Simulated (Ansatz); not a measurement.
# HS− (hydrosulfide): HF/3-21G

What is the energy change on altering one bond length of HS− (hydrosulfide) at HF/3-21G? 

The results are computed with Ansatz 0.2.0.

3 further runs of the same task are left out: 2 that didn't finish, 1 set aside as unsound or not needed.

### Step 1. The molecule

The species is HS− (2 atoms), meant as a singlet with charge -1. As SMILES, `[SH-]`. The shape is that of a PBE0-D4/def2-TZVPD optimisation.

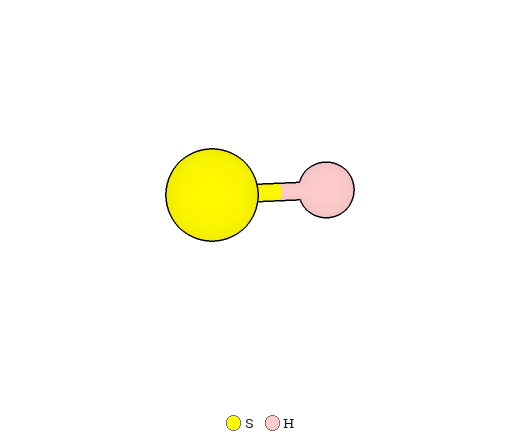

The structure, seen from a chosen angle (sulfur yellow, hydrogen pink).

### Step 2. The energy at HF/3-21G

The input, job.yaml:

```yaml
basis:
  gaussian: {orbitals: 3-21G.json}
crystal:
  periodic: [false, false, false]
  atoms:
    - {symbol: S, position_ang: [0.574700, -0.187900, 0.295500]}
    - {symbol: H, position_ang: [-0.574700, 0.187900, -0.295500]}
total_charge: -1
hamiltonian: {xc: hf}
accuracy: high
```

The basis set 3-21G is read from a file made from the Basis Set Exchange's data (not shown).

Launch:

```console
ansatz run job.yaml --threads 1 --pin off --max-ram 2610MiB --events-out events.jsonl --progress --plain --runs-dir runs
```

What it wrote:

```text
Warning: RAYON_NUM_THREADS=1 ignored (pool sized by the plan → 1); use --threads N
Functional definition: HF
  name "HF"
  exchange = exact_x
  correlation = 0
269 factors; integrals over basis functions are off by at most 3.6e-9 eV
mean field evaluation 1: about -10779.2996 eV, gradient 1.0e1 eV
mean field evaluation 2: about -10779.3041 eV, gradient 1.0e1 eV
mean field evaluation 4: about -10779.7445 eV, gradient 3.3e-1 eV
mean field evaluation 8: about -10779.7446 eV, gradient 1.2e-6 eV
mean field -10779.74462273 eV, -396.1483081120 hartree, gradient 2.0e-8 eV, S^2 0.000000; 0 other end points of the search recorded, 0 dependent functions left out
reference -10779.74462273 eV, -396.1483081120 hartree; 9, 9 occupied and 6, 6 virtual orbitals, 269 factors
Total energy: -10779.74462273 eV, -396.1483081120 hartree
```

Run time: 0.08 s. Hardware: 1 thread of Arm Neoverse V2, shared host.

### Step 3. The distorted shape, same level

The input, input.yaml:

```yaml
crystal:
  periodic: [false, false, false]
  atoms:
    - {symbol: S, position_ang: [0.862085, -0.281862, 0.443268]}
    - {symbol: H, position_ang: [-0.574700, 0.187900, -0.295500]}
basis:
  gaussian: {orbitals: 3-21G.json}
accuracy: high
total_charge: -1
hamiltonian: {xc: hf}
```

The basis set 3-21G is read from a file made from the Basis Set Exchange's data (not shown).

Launch:

```console
ansatz run input.yaml --threads 1 --pin off --max-ram 2610MiB --events-out events.jsonl --progress --plain --runs-dir runs
```

What it wrote:

```text
Warning: RAYON_NUM_THREADS=1 ignored (pool sized by the plan → 1); use --threads N
[... 4 set-up lines as earlier in the session ...]
269 factors; integrals over basis functions are off by at most 3.7e-9 eV
mean field evaluation 1: about -10778.6931 eV, gradient 8.3e0 eV
mean field evaluation 2: about -10778.6973 eV, gradient 8.2e0 eV
mean field evaluation 4: about -10779.1056 eV, gradient 4.3e-1 eV
mean field evaluation 8: about -10779.1063 eV, gradient 1.4e-4 eV
mean field -10779.10626278 eV, -396.1248488164 hartree, gradient 2.4e-8 eV, S^2 0.000000; 0 other end points of the search recorded, 0 dependent functions left out
reference -10779.10626278 eV, -396.1248488164 hartree; 9, 9 occupied and 6, 6 virtual orbitals, 269 factors
Total energy: -10779.10626278 eV, -396.1248488164 hartree
```

Run time: 0.08 s. Hardware: 1 thread of Arm Neoverse V2, shared host.

### Step 4. What came out

At HF/3-21G:

```
                                                         quantity          value
                                        first shape: total energy  -396.14831 Eh
                                    distorted shape: total energy  -396.12485 Eh
energy change with the S1–H2 bond stretched from 1.346 to 1.682 Å       0.638 eV
```

With the S1–H2 bond stretched from 1.346 to 1.682 Å the energy rises by 0.64 eV (61.6 kJ/mol). The first shape isn't relaxed at this level, so the change isn't measured from a minimum.
